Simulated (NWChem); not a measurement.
# C2H3BCl− (SMILES C#C[BH2-]Cl) at 3 levels

We compute a comparison of 3 runs (HF/def2-SVP, PBE0/def2-SVP, PBE/6-311+G**) of C2H3BCl−. 

Program for the calculation: NWChem 7.3.0.

## 1. The structure to begin with

C2H3BCl− has 7 atoms, charge -1, and is taken as a singlet. As SMILES, `C#C[BH2-]Cl`. Geometry: relaxed at GFN2-xTB.

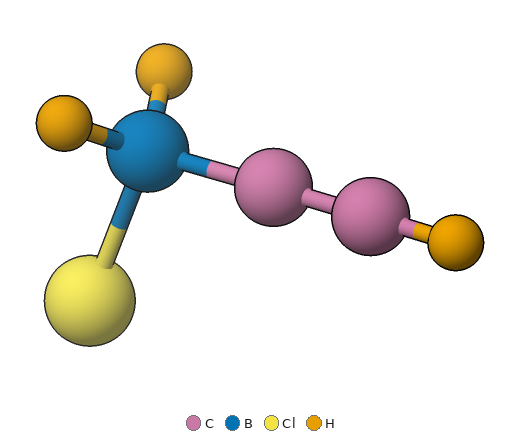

The structure, seen from a chosen angle (carbon pink, boron blue, chlorine yellow, hydrogen amber).

## 2. Energy and gradient at HF/def2-SVP (run 1)

Input file a.nw:

```
start a
title "C2H3BCl hf"
memory stack 880 mb heap 220 mb global 1100 mb
charge -1

geometry units bohr noautosym nocenter noautoz
  C  -3.12086380  0.18747973 -1.40108074
  C  -1.02797322  0.22865686 -0.51619759
  B   1.67924843  0.24965172  0.64673987
  Cl  2.30089273 -3.08503459  1.94673916
  H  -4.95818782  0.14050114 -2.18140535
  H   1.83775866  1.65865041  2.43222870
  H   3.28914391  0.62007583 -0.92702405
end

basis spherical bse
  * library def2-SVP
end

scf
  thresh 1e-08
  maxiter 80
end

task scf gradient
```

Run with:

```sh
$ nwchem a.nw > a.out
```

What it wrote:

```text
[...]
  functions       =    75
[...]
  wavefunction    = RHF
[...]
         Total SCF energy =   -561.450151561438
      One-electron energy =  -1003.318623400191
      Two-electron energy =    329.623534455795
 Nuclear repulsion energy =    112.244937382958
        Time for solution =      7.0s
[...]
                         RHF ENERGY GRADIENTS
    atom               coordinates                        gradient
                 x          y          z           x          y          z
   1 C      -3.120864   0.187480  -1.401081   -0.003602  -0.001761  -0.000750
   2 C      -1.027973   0.228657  -0.516198    0.019288  -0.002865   0.008937
   3 B       1.679248   0.249652   0.646740   -0.012599   0.003231  -0.006003
   4 Cl      2.300893  -3.085035   1.946739   -0.004822   0.015094  -0.006748
   5 H      -4.958188   0.140501  -2.181405    0.005826   0.000269   0.002350
   6 H       1.837759   1.658650   2.432229    0.000030  -0.008585  -0.003832
   7 H       3.289144   0.620076  -0.927024   -0.004121  -0.005384   0.006045
[...]
```

Run time: 9.9 s. Hardware: 1 thread of Intel Xeon Platinum 8488C (Sapphire Rapids), shared host; peak memory 0.1 GiB.

## 3. Energy and gradient at PBE0/def2-SVP (run 2)

Input file run.nw:

```
start run
title "C2H3BCl"
memory stack 880 mb heap 220 mb global 1100 mb
charge -1

geometry units angstroms noautosym nocenter noautoz
  C     -1.651490     0.099210    -0.741420
  C     -0.543980     0.121000    -0.273160
  B      0.888620     0.132110     0.342240
  Cl     1.217580    -1.632530     1.030170
  H     -2.623760     0.074350    -1.154350
  H      0.972500     0.877720     1.287080
  H      1.740540     0.328130    -0.490560
end

basis "ao basis" spherical bse
  * library def2-SVP
end

dft
  xc pbe0
  mult 1
  grid xfine
  convergence energy 1e-08
  iterations 100
  mulliken
  print low
end

task dft gradient
```

Run with:

```sh
$ nwchem run.nw > run.out
```

What it wrote:

```text
[...]
 d= 0,ls=0.0,diis     1   -562.4861734762 -6.75D+02  1.82D-02  7.16D-01     2.7
[...]
 d= 0,ls=0.0,diis    10   -562.5810139297 -3.43D-09  1.77D-07  1.55D-10    20.5
         Total DFT energy =     -562.581013929692
      One electron energy =    -1003.769271954146
           Coulomb energy =      373.138864022497
    Exchange-Corr. energy =      -44.195551441687
 Nuclear repulsion energy =      112.244945443643
[...]
                         DFT ENERGY GRADIENTS
    atom               coordinates                        gradient
                 x          y          z           x          y          z
   1 C      -3.120864   0.187480  -1.401081    0.028359  -0.000826   0.012591
   2 C      -1.027973   0.228657  -0.516198   -0.031745  -0.003596  -0.012721
   3 B       1.679248   0.249652   0.646740    0.000667   0.012256  -0.003077
   4 Cl      2.300893  -3.085034   1.946739   -0.003014   0.006968  -0.003453
   5 H      -4.958187   0.140501  -2.181405    0.012432   0.000462   0.005170
   6 H       1.837759   1.658650   2.432229   -0.000439  -0.009831  -0.006129
   7 H       3.289144   0.620076  -0.927024   -0.006259  -0.005433   0.007619
 Task  times  cpu:       24.4s     wall:       24.4s
 Total times  cpu:       24.4s     wall:       24.4s
```

It took 25 s on 1 thread of Intel Xeon Platinum 8488C (Sapphire Rapids), shared host; peak memory 0.14 GiB.

## 4. Energy and forces at PBE/6-311+G(d,p) (run 3)

Input file job.nw:

```
start job
memory 2200 mb
charge -1
geometry noautosym nocenter noautoz
C     -1.651490     0.099210    -0.741420
C     -0.543980     0.121000    -0.273160
B      0.888620     0.132110     0.342240
Cl     1.217580    -1.632530     1.030170
H     -2.623760     0.074350    -1.154350
H      0.972500     0.877720     1.287080
H      1.740540     0.328130    -0.490560
end
basis spherical bse
* library 6-311+G**
end
dft
xc xpbe96 cpbe96
grid fine
convergence energy 1e-08
iterations 100
mulliken
end
task dft gradient
```

Run with:

```sh
$ nwchem job.nw > job.out
```

What it wrote:

```text
[...]
          Wavefunction type:  closed shell.
          No. of atoms     :     7
          No. of electrons :    38
[...]
          Charge           :    -1
          Spin multiplicity:     1
[...]
          AO basis - number of functions:   114
[...]
              XC Information
              --------------
          PerdewBurkeErnzerhof Exchange Functional  1.000
            Perdew 1991 LDA Correlation Functional  1.000 local
           PerdewBurkeErnz. Correlation Functional  1.000 non-local
[...]
 d= 0,ls=0.0,diis     1   -562.6674276181 -6.75D+02  2.50D-02  2.28D+00     2.6
[...]
 d= 0,ls=0.0,diis    12   -562.8004622605 -4.93D-10  3.52D-07  1.79D-10    25.4
         Total DFT energy =     -562.800462260493
      One electron energy =    -1003.415461904035
           Coulomb energy =      372.471438974185
    Exchange-Corr. energy =      -44.101384774287
 Nuclear repulsion energy =      112.244945443643
[...]
  wavefunction    = closed shell
                         DFT ENERGY GRADIENTS
    atom               coordinates                        gradient
                 x          y          z           x          y          z
   1 C      -3.120864   0.187480  -1.401081    0.035471  -0.000696   0.015560
   2 C      -1.027973   0.228657  -0.516198   -0.039397  -0.003081  -0.016124
   3 B       1.679248   0.249652   0.646740    0.003625   0.001573   0.001460
   4 Cl      2.300893  -3.085034   1.946739   -0.004249   0.011660  -0.005437
   5 H      -4.958187   0.140501  -2.181405    0.009624   0.000466   0.003974
   6 H       1.837759   1.658650   2.432229   -0.000790  -0.006318  -0.003891
   7 H       3.289144   0.620076  -0.927024   -0.004286  -0.003602   0.004459
[...]
```

Run time: 34 s. Hardware: 1 thread of Intel Xeon Platinum 8488C (Sapphire Rapids), shared host; peak memory 0.13 GiB.

## 5. The series

```
run          level  iteration cap  module  energy (Eh)  HOMO energy (eV)  LUMO energy (eV)  HOMO–LUMO gap (eV)  wall time
  1    HF/def2-SVP             80     scf  -561.450152             -4.86              9.49               14.35      9.9 s
  2  PBE0/def2-SVP            100     dft  -562.581014                 –                 –                   –       25 s
  3  PBE/6-311+G**            100     dft  -562.800462             -1.02              3.18                4.20       34 s
```

## 6. Outcome

```
                                                    quantity          value
                                         run 3: total energy  -562.80046 Eh
                                          run 3: HOMO energy       -1.02 eV
                                          run 3: LUMO energy        3.18 eV
run 3: HOMO–LUMO gap (to an unbound level, set by the basis)        4.20 eV
                             run 3: largest force on an atom     2.195 eV/Å
```

**Reading.** Totals of different functionals can't be ranked against each other. All runs together took 69 s, the longest 34 s.
